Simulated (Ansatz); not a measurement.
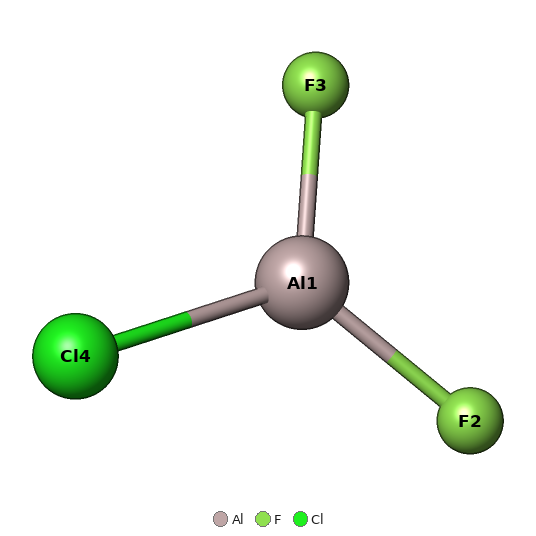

Harmonic vibrations computed with RKS PBE0-D4/def2-TZVP (Ansatz 0.2.0) at a stationary point of the same level.

Q: How many imaginary frequencies does it have?

A: A minimum: no imaginary frequency, and the lowest mode lies at 184 cm⁻¹.

Q: List the wavenumbers.

A: 6 modes: 184, 234, 263, 511, 834, 953 cm⁻¹.
